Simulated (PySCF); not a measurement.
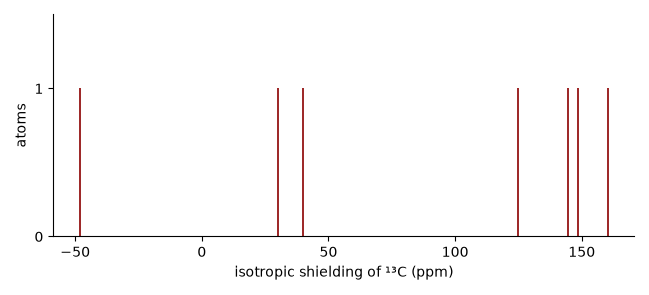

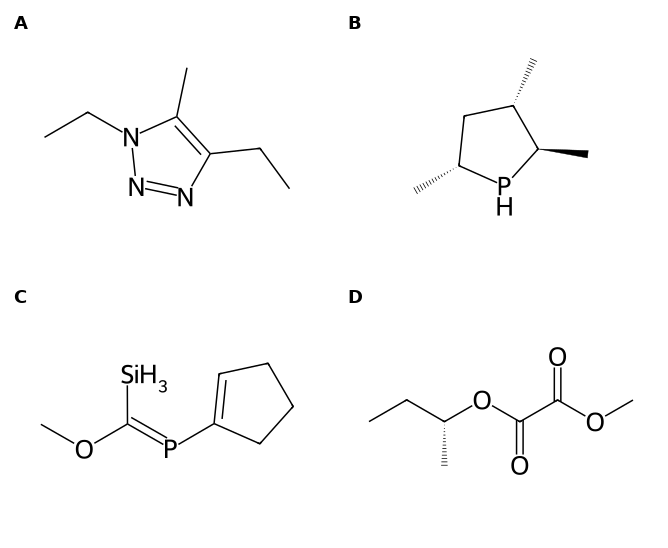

The sticks are computed shieldings of one of the molecules, for one fixed geometry (GFN2-xTB) without averaging over rotations. Low shielding means a high chemical shift. Method: GIAO PBE0/pcSseg-1 NMR shielding, non-relativistic, gas phase (PySCF 2.14.0).

> Which molecule gives this pattern?

C, `CO/C([SiH3])=P/C1=CCCC1`. Its 7 C atoms give lines at −48.3, 30.0, 39.9, 124.7, 144.5, 148.3, 160.4 ppm.

The geometry is semi-empirical. Around P, Si such bond lengths and angles can be off by a tenth of an ångström or more and by several degrees, and values that hang on the shape move with them.
